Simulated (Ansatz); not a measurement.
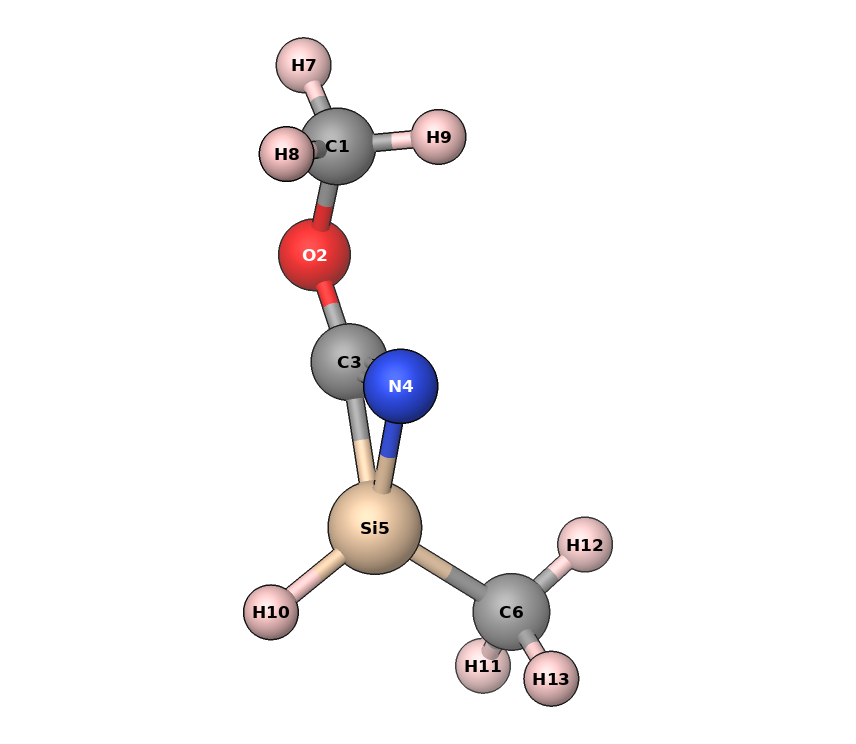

Depth is shown by fading: the farther an atom, the more it takes the colour of the background. The geometry was computed by an optimisation with PBE-D4/def2-SVP. No frequency run is at hand to confirm it as a minimum.

Find the stereocentres and stereogenic double bonds.

Answer. Centres: Si5.

Assign CIP descriptors.

Answer. Si5: R (priorities N4 > C3 > C6 > H10).
